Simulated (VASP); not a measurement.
Band structure of ZrAl₃ (sg139). Calculation: LDA (Ceperley-Alder, Perdew-Zunger), VASP's LDA PAW potentials (set 64) (plane waves; VASP).

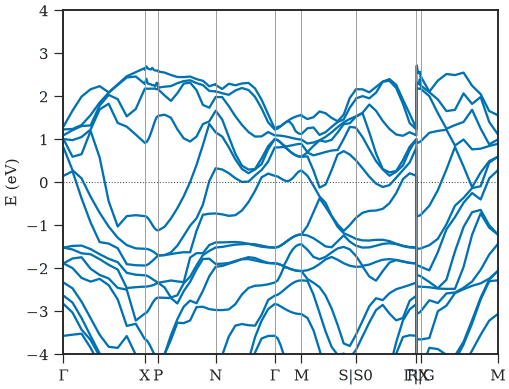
Figure. Bands along high-symmetry lines, zero at the valence-band maximum or, without a gap, the Fermi level

Question: Read the plot: is there a gap, and where are the band edges?

Answer: It has no gap at this level: it comes out as a metal or semimetal. (Edges off the drawn lines would not show.)

The compound is ZrAl3 in the sg139 structure. It was relaxed first.
